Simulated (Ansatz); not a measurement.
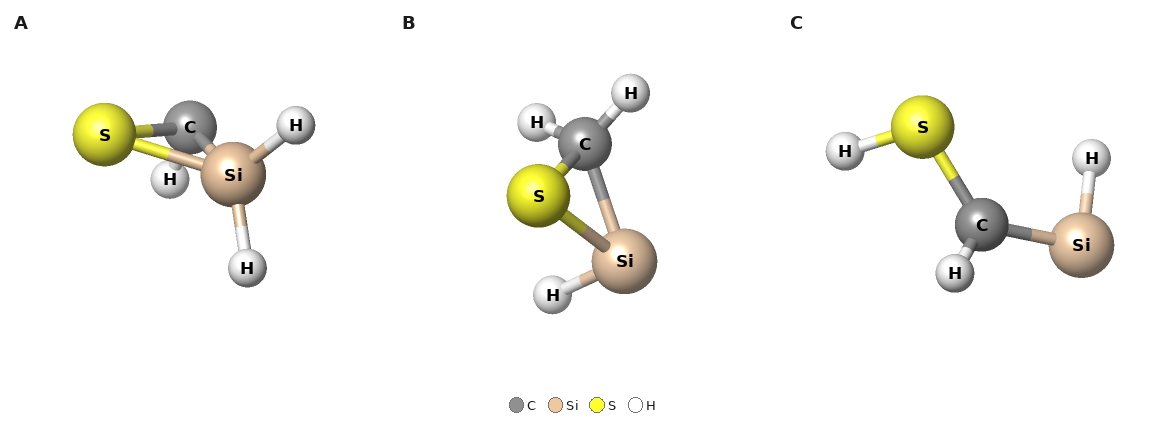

3 stationary structures of one formula. The species has charge −1 and is a spin singlet. Geometries: PBE0-D4/def2-TZVPD. Electronic energies: B3LYP-D4/def2-TZVPPD (Ansatz 0.2.0), without zero-point energy. No frequency run is at hand to confirm each as a minimum.

> Rank them by energy, lowest first.

B is lowest (C1); C lies 1.290 eV above it (C1), A lies 1.416 eV above it (C1).
